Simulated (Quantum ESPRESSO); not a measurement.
# PbF2 (Fluorocronite): third-order response

Wanted: vibrational spectra of PbF2 (Fluorocronite) from linear and non-linear response.

Calculated with Quantum ESPRESSO 8.0 development, patched; DFT LDA, scalar-relativistic, plane waves, PseudoDojo norm-conserving pseudopotentials.

The database entry behind the starting cell differs from later determinations by our own check (0.1 to 0.3 % short, probably kX units), so it need not match the best structure at ambient conditions.

## Step 1: Starting point

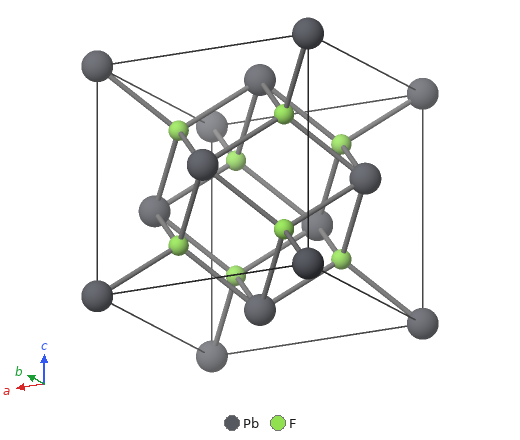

The cell as given, from a free direction (lead dark grey, fluorine green). This picture shows the conventional cell, with its axes. Some periodic images of atoms are drawn too.

Coordinates:

```
CELL_PARAMETERS angstrom
-2.96366 0.00000 2.96366
0.00000 2.96366 2.96366
-2.96366 2.96366 0.00000
ATOMIC_POSITIONS crystal
Pb 0.00000 0.00000 0.00000
F 0.75000 0.75000 0.75000
F 0.25000 0.25000 0.25000
```

## Step 2: A first look

A cheap run with smearing and empty bands tells whether the crystal has a gap, which decides between fixed occupations and smearing later on.

Input file probe.in:

```
&control
   calculation = 'scf'
   prefix = 'x'
   outdir = './tmp'
   pseudo_dir = './pseudo'
   tprnfor = .true.
   tstress = .true.
   verbosity = 'high'
/
&system
   ibrav = 2
   celldm(1) = 11.20101145
   nat = 3
   ntyp = 2
   ecutwfc = 84.0
   occupations = 'smearing'
   smearing = 'gaussian'
   degauss = 0.01
/
&electrons
   conv_thr = 1.0d-07
   mixing_beta = 0.7
   electron_maxstep = 100
/
ATOMIC_SPECIES
 Pb    207.2000  Pb.upf
 F      18.9984  F.upf
ATOMIC_POSITIONS crystal
 Pb     0.000000000   0.000000000   0.000000000
 F      0.750000000   0.750000000   0.750000000
 F      0.250000000   0.250000000   0.250000000
K_POINTS automatic
 6 6 6 0 0 0
```

The run is started by

```console
$ OMP_NUM_THREADS=1 mpirun -n 4 pw.x -nk 4 -in probe.in > probe.out
```

The log of the run:

```text
[banners, grids, parts of the stress and lines that vanish by symmetry left out]
Program PWSCF v.8.0dev
     bravais-lattice index     =            2
     lattice parameter (alat)  =      11.2010  a.u.
[...]
kinetic-energy cutoff     =      84.0000  Ry
     charge density cutoff     =     336.0000  Ry
     scf convergence threshold =      1.0E-07
[...]
Exchange-correlation= SLA-PW-NOGX-NOGC
                           (   1   4   0   0   0   0   0)
[...]
48 Sym. Ops., with inversion, found
[...]
(     0          1          0      )
                  (     0          0          1      )
[...]
(  0.0000000  1.0000000  0.0000000 )
                  (  0.0000000  0.0000000  1.0000000 )
[...]
(     1          0         -1      )
                  (     0          0         -1      )
[...]
(     0          1         -1      )
                  (     0          1          0      )
[...]
( -1.0000000  0.0000000  0.0000000 )
                  (  0.0000000  1.0000000  0.0000000 )
[...]
number of k points=    16  Gaussian smearing, width (Ry)=  0.0100
[...]
End of self-consistent calculation
[...]
the Fermi energy is     5.4909 ev
!    total energy              =    -238.99816736 Ry
[...]
convergence has been achieved in   8 iterations
[...]
atom    1 type  1   force =     0.00000000    0.00000000    0.00000000
     atom    2 type  2   force =     0.00000000    0.00000000    0.00000000
     atom    3 type  2   force =     0.00000000    0.00000000    0.00000000
[...]
Total force =     0.000000     Total SCF correction =     0.000000
[...]
total   stress  (Ry/bohr**3)                   (kbar)     P=      -45.40
[...]
XML data file, charge density, pseudopotentials, collected wavefunctions

   JOB DONE.
```

The job ended after 5.8 s (4 MPI ranks of Intel Xeon at 2.70GHz, shared host).

Read from the output:

```yaml
volume_per_atom: 17.35 Å³
pressure: -4.54 GPa
gap_on_the_k_mesh: 4.286 eV
```

A gap of 4.3 eV opens on this mesh, so the crystal is taken as an insulator; the start stands at -4.5 GPa.

## Step 3: Relaxing the cell and atoms

The relaxation runs at a cutoff a fifth above that of the response, since stress converges more slowly with the basis than frequencies do. Forces and stress are brought to rest with tight thresholds.

Input file relax.in:

```
&control
   calculation = 'vc-relax'
   prefix = 'x'
   outdir = './tmp'
   pseudo_dir = './pseudo'
   tprnfor = .true.
   tstress = .true.
   forc_conv_thr = 2.0d-05
   etot_conv_thr = 1.0d-07
   nstep = 40
/
&system
   ibrav = 2
   celldm(1) = 11.20101145
   nat = 3
   ntyp = 2
   ecutwfc = 101
   occupations = 'fixed'
   nbnd = 16
/
&electrons
   conv_thr = 1.0d-11
   mixing_beta = 0.7
   electron_maxstep = 100
/
&ions
/
&cell
   press_conv_thr = 0.2
/
ATOMIC_SPECIES
 Pb    207.2000  Pb.upf
 F      18.9984  F.upf
ATOMIC_POSITIONS crystal
 Pb     0.000000000   0.000000000   0.000000000
 F      0.750000000   0.750000000   0.750000000
 F      0.250000000   0.250000000   0.250000000
K_POINTS automatic
 6 6 6 0 0 0
```

The run is started by

```console
$ OMP_NUM_THREADS=1 mpirun -n 4 pw.x -nk 4 -in relax.in > relax.out
```

The log of the run:

```text
[banners, grids, parts of the stress and lines that vanish by symmetry left out]
[banner, memory and clock lines left out]
Program PWSCF v.8.0dev

[...]
kinetic-energy cutoff     =     101.0000  Ry
     charge density cutoff     =     404.0000  Ry
     scf convergence threshold =      1.0E-11
[...]
energy convergence thresh.=      1.0E-07
     force convergence thresh. =      2.0E-05
     press convergence thresh. =      2.0E-01
     Exchange-correlation= SLA-PW-NOGX-NOGC
                           (   1   4   0   0   0   0   0)
[...]
48 Sym. Ops., with inversion, found
[...]
number of k points=    16
[...]
End of self-consistent calculation
[...]
highest occupied, lowest unoccupied level (ev):     4.7813    9.0676
!    total energy              =    -238.99821686 Ry
[...]
convergence has been achieved in  19 iterations
[...]
atom    1 type  1   force =     0.00000000    0.00000000    0.00000000
     atom    2 type  2   force =    -0.00000000    0.00000000    0.00000000
     atom    3 type  2   force =     0.00000000   -0.00000000   -0.00000000
     Total force =     0.000000     Total SCF correction =     0.000000
[...]
total   stress  (Ry/bohr**3)                   (kbar)     P=      -45.37
[...]
number of bfgs steps    =   0
[...]
CELL_PARAMETERS (alat= 11.20101145)
[...]
ATOMIC_POSITIONS (crystal)
Pb               0.0000000000        0.0000000000        0.0000000000
F                0.7500000000        0.7500000000        0.7500000000
F                0.2500000000        0.2500000000        0.2500000000
[...]
New effective cutoffs (rho, wfc):  410.01  102.57
[...]
End of self-consistent calculation
[...]
highest occupied, lowest unoccupied level (ev):     5.1468    9.4340
!    total energy              =    -239.00027196 Ry
[...]
convergence has been achieved in   7 iterations
[...]
atom    1 type  1   force =     0.00000000    0.00000000    0.00000000
     atom    2 type  2   force =    -0.00000000   -0.00000000    0.00000000
     atom    3 type  2   force =     0.00000000    0.00000000    0.00000000
     Total force =     0.000000     Total SCF correction =     0.000000
[...]
total   stress  (Ry/bohr**3)                   (kbar)     P=      -29.21
[...]
number of bfgs steps    =   1
[...]
CELL_PARAMETERS (alat= 11.20101145)
[...]
ATOMIC_POSITIONS (crystal)
Pb              -0.0000000000        0.0000000000       -0.0000000000
[...]
New effective cutoffs (rho, wfc):  419.74  105.01
[...]
End of self-consistent calculation
[...]
highest occupied, lowest unoccupied level (ev):     5.7238   10.0073
!    total energy              =    -239.00152456 Ry
[...]
convergence has been achieved in  10 iterations
[...]
atom    1 type  1   force =    -0.00000000   -0.00000000    0.00000000
     atom    2 type  2   force =     0.00000000   -0.00000000    0.00000000
     atom    3 type  2   force =     0.00000000    0.00000000   -0.00000000
     Total force =     0.000000     Total SCF correction =     0.000000
[...]
total   stress  (Ry/bohr**3)                   (kbar)     P=       -0.87
[...]
number of bfgs steps    =   2
[...]
CELL_PARAMETERS (alat= 11.20101145)
[...]
ATOMIC_POSITIONS (crystal)
[...]
New effective cutoffs (rho, wfc):  420.04  105.08
[...]
End of self-consistent calculation
[...]
highest occupied, lowest unoccupied level (ev):     5.7416   10.0249
!    total energy              =    -239.00152553 Ry
[...]
convergence has been achieved in   7 iterations
[...]
atom    1 type  1   force =     0.00000000    0.00000000    0.00000000
     atom    2 type  2   force =    -0.00000000    0.00000000   -0.00000000
     atom    3 type  2   force =     0.00000000   -0.00000000    0.00000000
     Total force =     0.000000     Total SCF correction =     0.000000
[...]
total   stress  (Ry/bohr**3)                   (kbar)     P=        0.06
[...]
number of bfgs steps    =   3
[...]
small trust_radius: resetting bfgs history
[...]
CELL_PARAMETERS (alat= 11.20101145)
[...]
ATOMIC_POSITIONS (crystal)
[...]
New effective cutoffs (rho, wfc):  420.03  105.08
[...]
End of self-consistent calculation
[...]
highest occupied, lowest unoccupied level (ev):     5.7411   10.0244
!    total energy              =    -239.00152553 Ry
[...]
convergence has been achieved in   5 iterations
[...]
atom    1 type  1   force =     0.00000000    0.00000000    0.00000000
     atom    2 type  2   force =     0.00000000    0.00000000    0.00000000
     atom    3 type  2   force =     0.00000000    0.00000000    0.00000000
     Total force =     0.000000     Total SCF correction =     0.000000
[...]
total   stress  (Ry/bohr**3)                   (kbar)     P=        0.03
[...]
bfgs converged in   5 scf cycles and   4 bfgs steps
[...]
End of BFGS Geometry Optimization
     Final enthalpy           =    -239.0015255339 Ry
     File ./tmp/x.bfgs deleted, as requested
[...]
CELL_PARAMETERS (alat= 11.20101145)
[...]
ATOMIC_POSITIONS (crystal)
[...]
F                0.7500000000        0.7500000000        0.7500000000
F                0.2500000000        0.2500000000        0.2500000000
[...]
Final scf calculation at the relaxed structure.
[...]
kinetic-energy cutoff     =     101.0000  Ry
     charge density cutoff     =     404.0000  Ry
     scf convergence threshold =      1.0E-13
[...]
press convergence thresh. =      2.0E-01
     Exchange-correlation= SLA-PW-NOGX-NOGC
                           (   1   4   0   0   0   0   0)
[...]
48 Sym. Ops., with inversion, found
[...]
number of k points=    16
[...]
End of self-consistent calculation
[...]
highest occupied, lowest unoccupied level (ev):     5.7411   10.0244
!    total energy              =    -239.00151640 Ry
[...]
convergence has been achieved in  14 iterations
[...]
atom    1 type  1   force =     0.00000000    0.00000000   -0.00000000
     atom    2 type  2   force =    -0.00000000    0.00000000   -0.00000000
     atom    3 type  2   force =     0.00000000   -0.00000000    0.00000000
     Total force =     0.000000     Total SCF correction =     0.000000
[...]
total   stress  (Ry/bohr**3)                   (kbar)     P=       -0.00
[...]
XML data file, charge density, pseudopotentials, collected wavefunctions
```

It took 48 s on 4 MPI ranks.

Relaxation path:

| step | energy less that of the first step (eV) | largest force (eV/Å) | pressure (GPa) | volume (Å³) |
| --- | --- | --- | --- | --- |
| 1 | 0.0000 | 0.0000 | -4.54 | 52.06 |
| 2 | -0.0280 | 0.0000 | -2.92 | 50.87 |
| 3 | -0.0450 | 0.0000 | -0.09 | 49.11 |
| 4 | -0.0450 | 0.0000 | 0.01 | 49.06 |
| 5 | -0.0450 | 0.0000 | 0.00 | 49.06 |
| 6 | -0.0449 | 0.0000 | 0.00 | 49.06 |

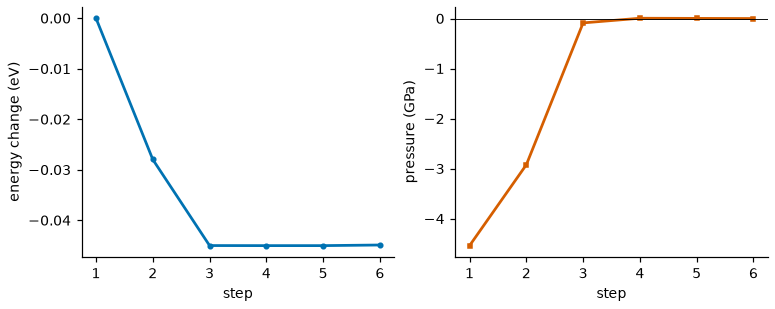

Energy and pressure along the relaxation.

| conventional cell, symmetrised | before | after | change |
| --- | --- | --- | --- |
| a (Å) | 5.927 | 5.811 | -2.0 % |
| b (Å) | 5.927 | 5.811 | -2.0 % |
| c (Å) | 5.927 | 5.811 | -2.0 % |
| volume (Å³/atom) | 17.35 | 16.35 | -5.8 % |

The relaxed structure:

```
CELL_PARAMETERS angstrom
-2.90553 0.00000 2.90553
0.00000 2.90553 2.90553
-2.90553 2.90553 0.00000
ATOMIC_POSITIONS crystal
Pb 0.00000 0.00000 0.00000
F 0.75000 0.75000 0.75000
F 0.25000 0.25000 0.25000
```

The last row of the table of steps is pw.x's closing run on a basis chosen anew for the final cell, so its energy can jump.

Numbers from this step:

```
volume per atom   : 16.35 Å³
pressure          : 0 GPa
gap on the k-mesh : 4.283 eV
```

The volume changes by -5.8 % from the cell with which this run began.

## Step 4: Self-consistent run for the response

The response is built on this ground state, so it is converged far tighter than an energy would need. With a gap, occupations are fixed, which also allows the response to an electric field.

Input file scf.in:

```
&control
   calculation = 'scf'
   prefix = 'x'
   outdir = './tmp'
   pseudo_dir = './pseudo'
   tprnfor = .true.
   tstress = .true.
/
&system
   ibrav = 2
   celldm(1) = 10.98130646
   nat = 3
   ntyp = 2
   ecutwfc = 84.0
   occupations = 'fixed'
   nbnd = 16
/
&electrons
   conv_thr = 1.0d-12
   mixing_beta = 0.7
   electron_maxstep = 100
/
ATOMIC_SPECIES
 Pb    207.2000  Pb.upf
 F      18.9984  F.upf
ATOMIC_POSITIONS crystal
 Pb     0.000000000   0.000000000   0.000000000
 F      0.750000000   0.750000000   0.750000000
 F      0.250000000   0.250000000   0.250000000
K_POINTS automatic
 8 8 8 0 0 0
```

The run is started by

```console
$ OMP_NUM_THREADS=1 mpirun -n 4 pw.x -nk 4 -in scf.in > scf.out
```

The log of the run:

```text
[banners, grids, parts of the stress and lines that vanish by symmetry left out]
[banner, memory and clock lines left out]
Program PWSCF v.8.0dev

[...]
kinetic-energy cutoff     =      84.0000  Ry
     charge density cutoff     =     336.0000  Ry
     scf convergence threshold =      1.0E-12
[...]
Exchange-correlation= SLA-PW-NOGX-NOGC
                           (   1   4   0   0   0   0   0)
[...]
48 Sym. Ops., with inversion, found
[...]
number of k points=    29
[...]
End of self-consistent calculation
[...]
highest occupied, lowest unoccupied level (ev):     5.7715   10.0244
!    total energy              =    -239.00146687 Ry
[...]
convergence has been achieved in  14 iterations
[...]
atom    1 type  1   force =     0.00000000    0.00000000   -0.00000000
     atom    2 type  2   force =     0.00000000    0.00000000    0.00000000
     atom    3 type  2   force =     0.00000000    0.00000000   -0.00000000
     Total force =     0.000000     Total SCF correction =     0.000000
[...]
total   stress  (Ry/bohr**3)                   (kbar)     P=       -0.06
[...]
XML data file, charge density, pseudopotentials, collected wavefunctions
```

Run time: 14 s. Hardware: 4 MPI ranks; 53 s of CPU time.

Read from the output:

```yaml
pressure: -0.006000 GPa
gap_on_the_k_mesh: 4.253 eV
```

The cell stands at -0.0060 GPa, close enough for phonons.

## Step 5: Zone-centre response

At q = 0 one unit cell holds all displacements; symmetry groups them into irreducible representations that are solved one by one. The response to a field gives ε∞ and the Born charges, which polar modes need. Third-order response adds the Raman tensors.

Input file ph.in:

```
phonons
&inputph
   prefix = 'x'
   outdir = './tmp'
   fildyn = 'g.dyn'
   tr2_ph = 1.0d-18
   epsil = .true.
   lraman = .true.
   elop = .true.
/
0.000000000000 0.000000000000 0.000000000000
```

The run is started by

```console
$ OMP_NUM_THREADS=1 mpirun -n 4 ph.x -nk 4 -in ph.in > ph.out
```

The log of the run:

```text
[banners, grids, parts of the stress and lines that vanish by symmetry left out]
[banner, memory and clock lines left out]
Program PHONON v.8.0dev

[...]
(   1q-points):
[...]
Exchange-correlation= PW
                           (   1   4   0   0   0   0   0)
[...]
kinetic-energy cut-off    =      84.0000  Ry
     charge density cut-off    =     336.0000  Ry
     convergence threshold     =      1.0E-18
[...]
Exchange-correlation= PW
                           (   1   4   0   0   0   0   0)
[...]
q = (   0.0000000   0.0000000   0.0000000 )
     49 Sym.Ops. (with q -> -q+G )
     G cutoff = 1026.3313  (  34333 G-vectors)     FFT grid: ( 45, 45, 45)
     number of k points=    29
[...]
Mode symmetry, O_h (m-3m)  point group:
[...]
Dielectric constant
[...]
End of electric fields calculation
          Dielectric constant in cartesian axis
          (       3.444230303      -0.000000000      -0.000000000 )
          (      -0.000000000       3.444230303       0.000000000 )
          (      -0.000000000       0.000000000       3.444230303 )
          Effective charges (d Force / dE) in cartesian axis without acoustic sum rule applied (asr)
           atom    1  Pb    Mean Z*:        3.22624
      Ex  (        3.22624        0.00000        0.00000 )
      Ey  (        0.00000        3.22624       -0.00000 )
      Ez  (        0.00000       -0.00000        3.22624 )
           atom    2  F     Mean Z*:       -1.61305
      Ex  (       -1.61305       -0.00000        0.00000 )
      Ey  (        0.00000       -1.61305        0.00000 )
      Ez  (        0.00000        0.00000       -1.61305 )
           atom    3  F     Mean Z*:       -1.61305
      Ex  (       -1.61305       -0.00000       -0.00000 )
      Ey  (       -0.00000       -1.61305        0.00000 )
      Ez  (       -0.00000        0.00000       -1.61305 )
          Effective charges Sum: Mean:        0.00013
[...]
Effective charges (d Force / dE) in cartesian axis with asr applied:
           atom    1  Pb    Mean Z*:        3.22620
[...]
atom    2  F     Mean Z*:       -1.61310
[...]
atom    3  F     Mean Z*:       -1.61310
[...]
Dielectric constant from finite-differences
          (       3.444338625       0.000000000       0.000000000 )
          (       0.000000000       3.444338625      -0.000000000 )
          (       0.000000000      -0.000000000       3.444338625 )
[...]
(      -0.000000000       0.000000000       0.000000000 )
          (       0.000000000       0.000000000       0.000000000 )
          (      -0.000000000       0.000000000       0.000000000 )
          (       0.000000000      -0.000000000       0.000000000 )
          (       0.000000000      -0.000000000      -0.000000000 )
          (      -0.000000000       0.000000000      -0.000000000 )
          (       0.000000000       0.000000000       0.000000000 )
          (       0.000000000       0.000000000       0.000000000 )
[...]
(      -0.000000000      -0.000000000      -0.000000000 )
          (       0.187333110       0.000000000       0.000000000 )
          (       0.000000000       0.187333110       0.000000000 )
          (       0.187333110      -0.000000000       0.000000000 )
          (       0.000000000       0.000000000      -0.000000000 )
[...]
Representation #   1 modes #   1   2   3
[...]
End of self-consistent calculation
     Convergence has been achieved
     Representation #   2 modes #   4   5   6
[...]
End of self-consistent calculation
     Convergence has been achieved
     Representation #   3 modes #   7   8   9
[...]
End of self-consistent calculation
     Convergence has been achieved
[...]
Dielectric constant in cartesian axis
          (       3.444230303      -0.000000000      -0.000000000 )
          (      -0.000000000       3.444230303       0.000000000 )
          (      -0.000000000       0.000000000       3.444230303 )
          Effective charges (d Force / dE) in cartesian axis without acoustic sum rule applied (asr)
           atom    1  Pb    Mean Z*:        3.22624
      Ex  (        3.22624        0.00000        0.00000 )
      Ey  (        0.00000        3.22624       -0.00000 )
      Ez  (        0.00000       -0.00000        3.22624 )
           atom    2  F     Mean Z*:       -1.61305
      Ex  (       -1.61305       -0.00000        0.00000 )
      Ey  (        0.00000       -1.61305        0.00000 )
      Ez  (        0.00000        0.00000       -1.61305 )
           atom    3  F     Mean Z*:       -1.61305
      Ex  (       -1.61305       -0.00000       -0.00000 )
      Ey  (       -0.00000       -1.61305        0.00000 )
      Ez  (       -0.00000        0.00000       -1.61305 )
          Effective charges Sum: Mean:        0.00013
[...]
Effective charges (d Force / dE) in cartesian axis with asr applied:
           atom    1  Pb    Mean Z*:        3.22620
[...]
atom    2  F     Mean Z*:       -1.61310
[...]
atom    3  F     Mean Z*:       -1.61310
[...]
q = (    0.000000000   0.000000000   0.000000000 )
[...]
freq (    1) =       0.000569 [THz] =       0.018980 [cm-1]
     freq (    2) =       0.000569 [THz] =       0.018980 [cm-1]
     freq (    3) =       0.000569 [THz] =       0.018980 [cm-1]
     freq (    4) =       3.935757 [THz] =     131.282714 [cm-1]
     freq (    5) =       3.935757 [THz] =     131.282714 [cm-1]
     freq (    6) =       3.935757 [THz] =     131.282714 [cm-1]
     freq (    7) =       7.849061 [THz] =     261.816482 [cm-1]
     freq (    8) =       7.849061 [THz] =     261.816482 [cm-1]
     freq (    9) =       7.849061 [THz] =     261.816482 [cm-1]
[...]
Mode symmetry, O_h (m-3m)  point group:
     freq (   1-   3) =          0.0  [cm-1]   --> T_1u G_15  G_4- I
     freq (   4-   6) =        131.3  [cm-1]   --> T_1u G_15  G_4- I
     freq (   7-   9) =        261.8  [cm-1]   --> T_2g G_25' G_5+ R
```

The job ended after 15 min (4 MPI ranks).

This step gave:

```yaml
miss_of_the_charge_sum_rule: 1.40e-4 e
largest_acoustic_frequency_at_the_zone_centre_before_the_sum_rule: 0.02 cm⁻¹
highest_optical_zone_centre_mode_no_lo_to_term: 261.8 cm⁻¹
lowest_optical_zone_centre_mode: 131.3 cm⁻¹
mean_high_frequency_dielectric_constant: 3.444
largest_born_charge_in_size_third_of_the_trace: 3.226 e
```

Born charge (rows field, columns displacement), before the sum rule (e), principal values of the symmetric part by kind of site:

| atom | atoms with these values | low | middle | high | mean |
| --- | --- | --- | --- | --- | --- |
| Pb1 | 1 | 3.23 | 3.23 | 3.23 | 3.23 |
| F2 | 2 | -1.61 | -1.61 | -1.61 | -1.61 |

In full for F2:

```
-1.61  0.00  0.00
 0.00 -1.61  0.00
 0.00  0.00 -1.61
```

High-frequency dielectric tensor:

```
3.44 0.00 0.00
0.00 3.44 0.00
0.00 0.00 3.44
```

The acoustic modes at Γ come out as far as 0.0 cm⁻¹ from zero, where they should vanish, a small numerical error; the Born charges miss their sum rule by 1.4e-4 e, which is good.

[end of part 1 of 2]

[Host names and launcher messages were left out of these logs when they were recorded.]

[Logs are printed without paths, hosts, clocks, repeated set-up lines and the standing remarks that a program may print on its own settings, such as how far it seeks lower states.]

[Hosts, paths, dates, database ids (printed as entryN), source tags and the programs' standing remarks are cut or masked in the printed files.]
